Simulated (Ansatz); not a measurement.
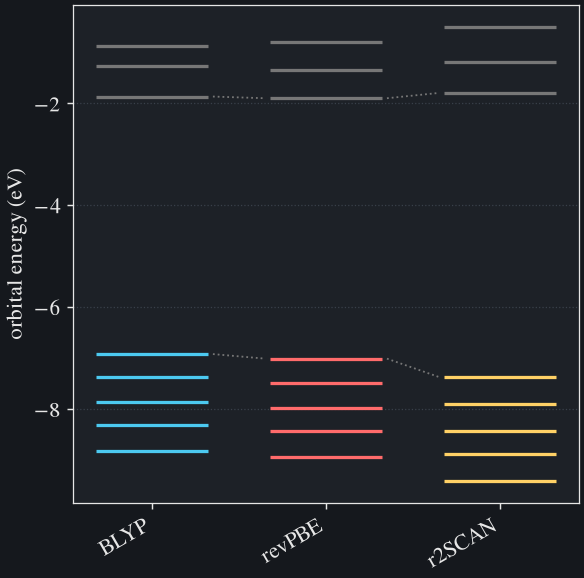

Frontier orbital energies of GeSiH₃Cl₂F, SMILES F[Si@H](Cl)[GeH2][Cl], singlet at one geometry, def2-TZVPP, the Ansatz code 0.2.0, at a PBE0-D4/def2-TZVP geometry (a minimum by its frequencies). Empty levels are grey, levels within 0.1 eV stand side by side; all columns show the same few orbitals around the gap. Dotted lines join the HOMOs and the LUMOs.

How do the frontier levels move from column to column?

The separation grows from 5.06 eV (BLYP) to 5.58 eV (r2SCAN).

| level | HOMO (eV) | LUMO (eV) | separation (eV) |
| --- | --- | --- | --- |
| BLYP | −6.93 | −1.87 | 5.06 |
| revPBE | −7.01 | −1.90 | 5.11 |
| r2SCAN | −7.38 | −1.80 | 5.58 |

Limits of at least one run: empty levels above zero depend strongly on the basis; no scalar relativity up to krypton; one conformer of a flexible molecule.
